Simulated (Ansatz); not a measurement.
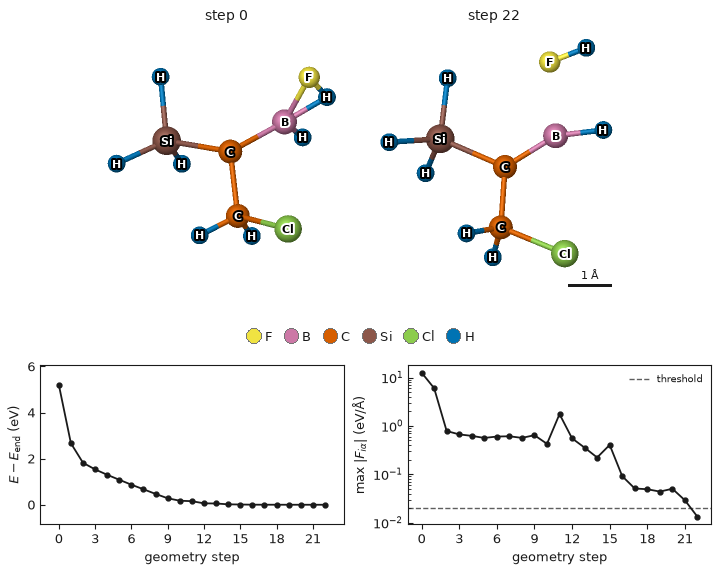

First and last geometry of a relaxation of C₂H₇BClFSi, with the history of the run. A ball-and-stick model, seen at a tilt.

The run prepares an end point of a later path (hydrogen shift) calculation, from a guessed geometry.

Method: Ansatz 0.2.0, RKS PBE/def2-SVP.

The input:
```yaml
crystal:
  periodic: [false, false, false]
  atoms:
    - { symbol: F, position_ang: [-2.3946, 0.7403, 1.2749] }
    - { symbol: B, position_ang: [-1.6189, 0.182, 0.242] }
    - { symbol: C, position_ang: [-0.0577, 0.2959, 0.3216] }
    - { symbol: Si, position_ang: [0.7549, -1.4277, 0.4605] }
    - { symbol: C, position_ang: [0.5682, 1.0151, -0.8959] }
    - { symbol: Cl, position_ang: [0.0939, 2.7608, -0.8972] }
    - { symbol: H, position_ang: [-2.0945, -0.3664, -0.6667] }
    - { symbol: H, position_ang: [-2.69488, 0.5734, 0.48278] }
    - { symbol: H, position_ang: [0.3427, -2.1844, -0.7036] }
    - { symbol: H, position_ang: [2.1455, -1.3607, 0.6189] }
    - { symbol: H, position_ang: [0.1116, -2.112, 1.6667] }
    - { symbol: H, position_ang: [0.2567, 0.5523, -1.8102] }
    - { symbol: H, position_ang: [1.627, 1.0107, -0.8519] }
basis:
  gaussian: { orbitals: def2-SVP }
hamiltonian:
  xc: pbe
relax:
  f_tol: 0.02
  max_steps: 50
```

Launched with:
```bash
ansatz run input.yaml --threads 2 --pin off --max-ram 3072MiB --backend cpu --events-out ev --progress --plain --runs-dir out
```

What do the curves and the structures tell?

It converged. The atom that moves furthest after the best rigid fit is H7 (2.00 Å). Largest moves by element: H 2.00 Å, F 1.24 Å, Cl 0.90 Å, C 0.56 Å, B 0.53 Å, Si 0.18 Å. Among the contacts that change: B2–H8 1.170 → 2.257 Å, F1–B2 1.407 → 1.875 Å, B2–C3 1.567 → 1.420 Å, Si4–H10 1.401 → 1.511 Å. Bonds break, among them: B2–H8 (1.17 → 2.26 Å), F1–B2 (1.41 → 1.87 Å). Among the angles between lasting bonds that change: C3–B2–H7 118.8° → 153.7°, B2–C3–Si4 111.2° → 124.9°, Si4–C3–C5 107.7° → 115.1°. Over 22 geometry steps the energy falls by 5.212 eV. The largest force component goes from 13 to 0.013 eV/Å. The run took 51 s on 2 threads of Intel(R) Xeon(R) Platinum 8488C (Sapphire Rapids) (shared host), peak memory 0.2 GiB.

```tsv
step	E − E(0), eV	largest force component, eV/Å
0	0.0000	12.6417
1	-2.5439	6.0280
2	-3.3914	0.7835
3	-3.6779	0.6682
4	-3.9123	0.6225
5	-4.1284	0.5642
6	-4.3419	0.6026
7	-4.5401	0.6111
8	-4.7427	0.5657
9	-4.9309	0.6427
10	-5.0373	0.4262
11	-5.0568	1.7550
12	-5.1512	0.5535
13	-5.1576	0.3552
14	-5.1936	0.2223
15	-5.2019	0.4048
16	-5.2090	0.0914
17	-5.2103	0.0508
18	-5.2111	0.0491
19	-5.2116	0.0439
20	-5.2119	0.0502
21	-5.2120	0.0290
22	-5.2121	0.0132
```
